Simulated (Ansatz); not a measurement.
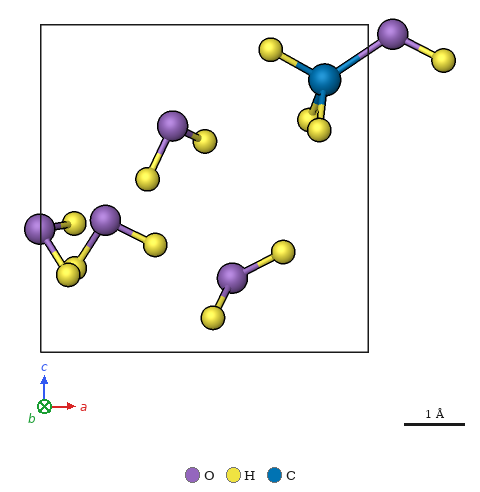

Starting frame of a dynamics run of a periodic cell with 4 H2O + 1 CH3OH at 1.027 g/cm³. It starts from the last geometry of an earlier run, with fresh velocities. A ball-and-stick model of the simulation cell, seen along the b axis.

The calculation used DFT PBE-D3(BJ), scalar-relativistic, plane waves, PAW in Ansatz 0.2.0.

Input file:
```yaml
crystal:
  lattice:
    - [5.521131, 0.0, 0.0]
    - [0.0, 5.521131, 0.0]
    - [0.0, 0.0, 5.521131]
  atoms:
    - { symbol: O, position: [0.3981717, 0.03933495, 0.68646111] }
    - { symbol: H, position: [0.32167482, 0.01814205, 0.52377887] }
    - { symbol: H, position: [0.49687077, 0.1824616, 0.63936039] }
    - { symbol: O, position: [0.58079242, 0.23834259, 1.2218811] }
    - { symbol: H, position: [0.52129508, 0.10565918, 1.10062051] }
    - { symbol: H, position: [0.7358563, 0.16978057, 1.30153354] }
    - { symbol: O, position: [0.19299971, 0.56554312, 0.39856698] }
    - { symbol: H, position: [0.09938368, 0.63916679, 0.2518539] }
    - { symbol: H, position: [0.34505262, 0.58318184, 0.32330901] }
    - { symbol: O, position: [0.99241285, 0.1269491, 0.37159483] }
    - { symbol: H, position: [1.09784657, 0.29499144, 0.38876823] }
    - { symbol: H, position: [1.07943827, 0.04816131, 0.23182873] }
    - { symbol: C, position: [-0.1373142, -0.19394006, 0.82730513] }
    - { symbol: O, position: [0.07066978, -0.19596871, 0.96673386] }
    - { symbol: H, position: [-0.30225651, -0.24051675, 0.91948311] }
    - { symbol: H, position: [0.2256115, -0.2252046, 0.88652283] }
    - { symbol: H, position: [-0.18389986, -0.04713048, 0.70492509] }
    - { symbol: H, position: [-0.15406751, -0.31653829, 0.67414778] }
basis:
  ecutwfc: 420.0
kpoints:
  mp_grid: { grid: [1, 1, 1] }
hamiltonian:
  xc: pbe
  dispersion: d3bj
scf:
  occupations: { method: fermi_dirac, width: 0.02 }
  lower_state_search: "off"
md:
  timestep: 0.5
  n_steps: 400
  ensemble: nve
  temperature: 1500.0
  initial_velocities: maxwell_boltzmann
  seed: 965488
```

Launched with:
```bash
ansatz run input.yaml --threads 1 --pin off --max-ram 3072MiB --backend cpu --events-out ev --progress --plain --runs-dir out
```

Q: Predict how the run goes.

A: Over the second half the temperature averages 1170 K (spread ±123 K). The potential energy in the second half lies on average 40.4 meV per atom above the first frame. Root-mean-square distances from the starting positions over the second half, with the common drift of all atoms taken out: H 1.63 Å, C 1.54 Å, O 1.03 Å. The molecules turn and drift from their places. The total energy stays between −0.47 and 0.65 meV per atom of its start. A straight-line fit has a slope that amounts to +0.015 meV per atom over 200 fs (under 0.1 % of the mean kinetic energy), and the ripple about it is 1.3 % of the kinetic energy's fluctuation. With a drift under 2 % and a ripple under 7 %, the integration is accurate.

Along the run (each row but the first and the last is the mean over the interval that it begins):

```tsv
time (fs)	potential energy (meV/atom)	T (K)
0.0	0.0	1500
33.0	30.1	1254
66.0	28.4	1268
99.0	38.1	1189
132.0	46.8	1118
165.0	36.8	1200
198.0	36.1	1207
```

The paths of the atoms:

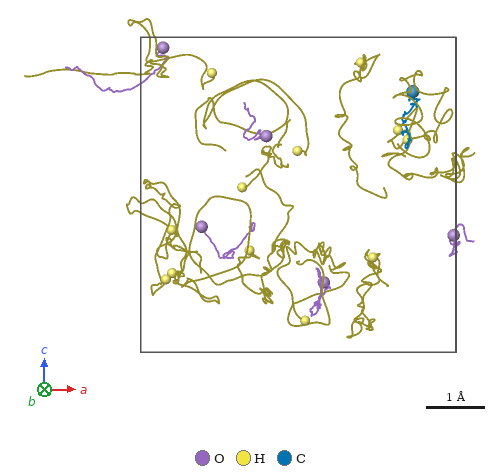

Limits of the set-up: the periodic images lie only 5.5 Å apart, so the values are limited by the cell's size.

The run took 4.9 min on 1 thread of Arm Neoverse V1, on a shared host, peak memory 0.3 GiB.
